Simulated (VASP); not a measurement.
Energy against volume of ZnSe (zinc blende). Level of theory: optB86b-vdW, VASP's PBE PAW potentials (set 64) (plane waves; VASP 6.6.1).

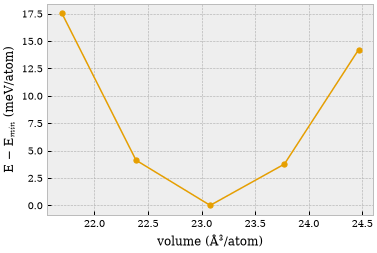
Figure. Energy against volume

Task: Estimate the equilibrium volume and the bulk modulus.

Result: The minimum lies near 23.1 Å³/atom, and the curvature gives B0 of about 61 GPa.

Measured: bulk modulus 62.4 GPa (computed value off by -2.7 %), as given by Cormac Toher et al., Physical Review Materials (2017), arXiv:1611.05714; a 5.668 Å (computed value off by +0.5 %), as given by Martin Albrecht et al., Physical review. B, Condensed matter (1997), arXiv:cond-mat/9706128. The calculation is for a static lattice, while the measured bulk modulus, a hold thermal and zero-point effects, which are part of the difference.

The compound is ZnSe in the zinc blende structure. It was relaxed first.
